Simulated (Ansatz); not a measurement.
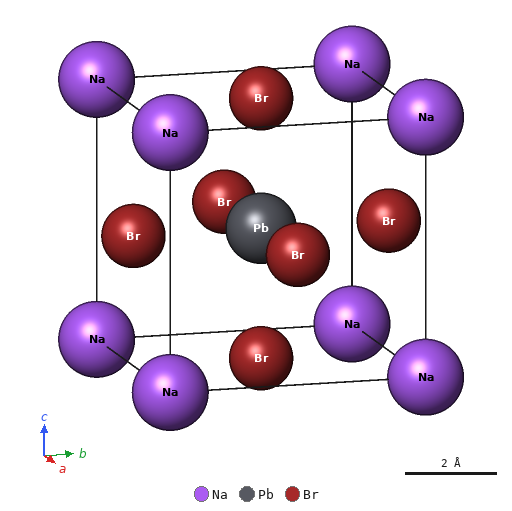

Shown here is a spheres-only view of the crystal, taken slightly off an axis. Lines trace the edges of the conventional unit cell.

NaPbBr$_{3}$, cubic perovskite, space group Pm-3m (No. 221), a = 5.851 Å, b = 5.851 Å, c = 5.851 Å, α = 90.00°, β = 90.00°, γ = 90.00°. Starting structure: a structure type filled with these elements by a generator (whether the compound takes this form wasn't checked). The cell was then strained or its atoms displaced on purpose. Ansatz was used for an electronic-structure calculation on it.

This one geometry was computed with Ansatz (DFT, plane waves, PAW) at three levels of theory: HSE06, PBE and r2SCAN. It was relaxed with r2SCAN and then strained.

How does the band gap change with the level of theory?

Answer. PBE: a gap of 1.38 eV, indirect; r2SCAN: a gap of 1.89 eV, direct; HSE06: a gap of 2.04 eV, indirect.

Collect the results in a table.

Answer.
| level | cutoff (eV) | k-mesh of the run's cell | gap (eV) | pressure (GPa) |
| --- | --- | --- | --- | --- |
| HSE06 | 420 | 4×4×4 | 2.04 | 0.8 |
| PBE | 420 | 4×4×4 | 1.38 | 1.1 |
| r2SCAN | 500 | 4×4×4 | 1.89 | 0.7 |

Gaps are taken on the k-mesh or band path of each run.
